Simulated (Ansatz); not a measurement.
**FGaHNP (SMILES [F][Ga+][N-][PH-]) (charge −1): density, localisation and related maps**

Input

```
crystal:
  periodic: [false, false, false]
  atoms:
    - {symbol: F, position_ang: [-3.801621, 0.142014, 1.310620]}
    - {symbol: Ga, position_ang: [-2.147113, -0.428556, 2.104220]}
    - {symbol: N, position_ang: [-1.451136, -1.633949, 0.690212]}
    - {symbol: P, position_ang: [-0.388259, -2.620181, 0.046429]}
    - {symbol: H, position_ang: [0.588047, -1.745756, -0.721490]}
basis:
  gaussian:
    orbitals: def2-TZVPD
total_charge: -1
hamiltonian:
  xc: pbe0
output: {forces: true, orbitals: {seedname: orbitals}}
```

Launched as:

```sh
ansatz run input.yaml --threads 2 --pin off --max-ram 4350MiB --events-out events.jsonl --progress --plain --runs-dir runs
```

Geometry: BLYP-D3(BJ)/def2-SVPD.

The calculation used isolated molecule in a Gaussian basis; Kohn-Sham density functional theory, functional PBE0 (Ansatz).

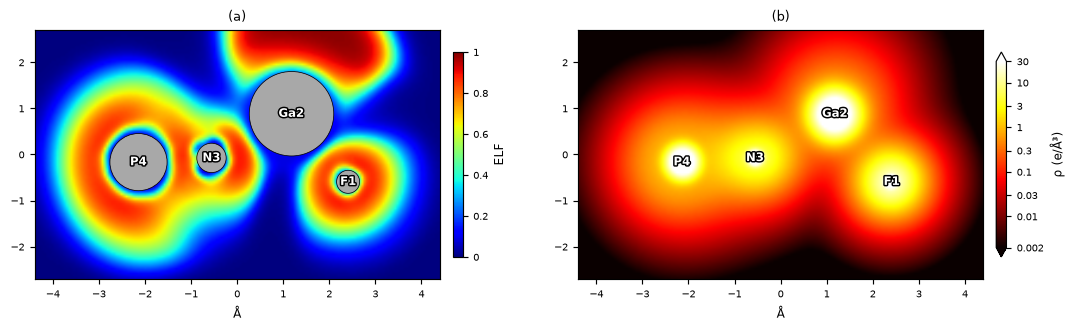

Figure 1. (a) electron localisation function; (b) electron density on the plane of atoms Ga2, N3 and P4. Grey discs cover the atomic cores in the ELF map.

Q: What do the fields say about this system?

A: The section cuts through F, Ga, N and P sites.
P–N (1.59 Å): ρ is about 1.6 e/Å³ halfway; the ELF peaks at about 0.85 between the atoms (a polar covalent bond).
Ga–F (1.92 Å): ρ at the midpoint is about 0.59 e/Å³; the ELF peaks at about 0.85 in the valence shell of F, 0.5 Å from its nucleus, and is about 0.15 at the midpoint.
Ga–N (1.98 Å): the density is about 0.6 e/Å³ at the midpoint; the ELF peaks at about 0.85 in the valence shell of N, 0.6 Å from its nucleus, and is about 0.25 at the midpoint.
The ELF also peaks beside P4 and F1, away from the bonds: lone-pair regions.

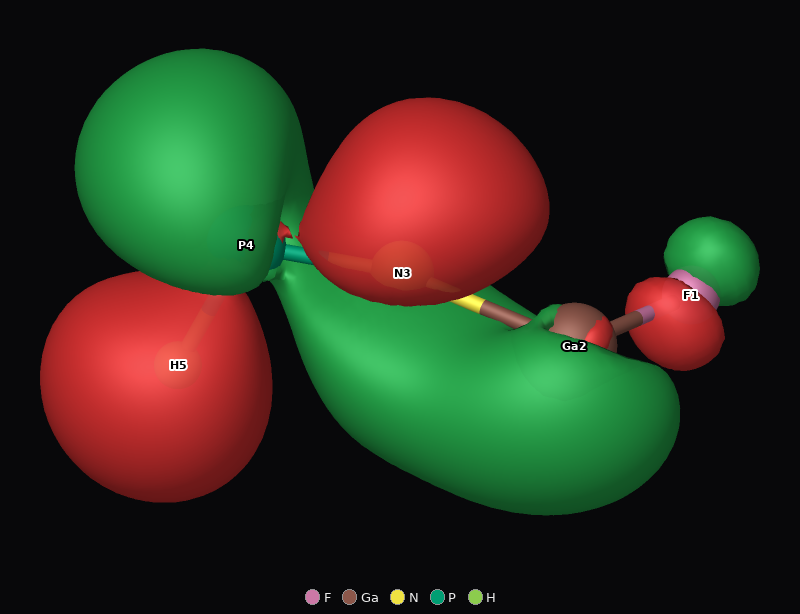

Figure 2. The HOMO−1 at ±0.06 Å⁻³ᐟ² (green and red are the two phases), seen from one side.

Q: Describe this orbital and give its energy.

A: By Hirshfeld shares it lies mainly on N3 (about 45 %), P4 (about 30 %), H5 (about 15 %) and Ga2 (about 10 %). Its energy is −1.84 eV.

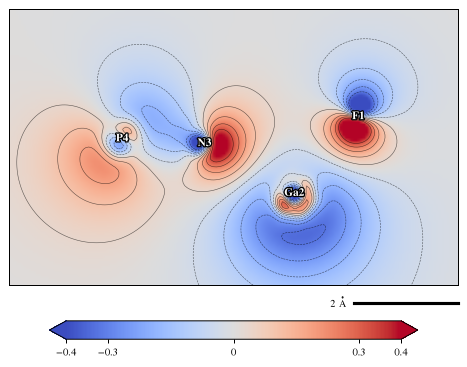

Figure 3. The HOMO on the plane of atoms F1, Ga2 and N3 (values in Å⁻³ᐟ²; the overall sign is arbitrary).

Q: Describe this orbital and give its energy.

A: Its weight (Hirshfeld) is mainly on Ga2 (about 65 %), P4 (about 15 %), N3 (about 10 %) and F1 (about 10 %). Its energy is −1.25 eV.
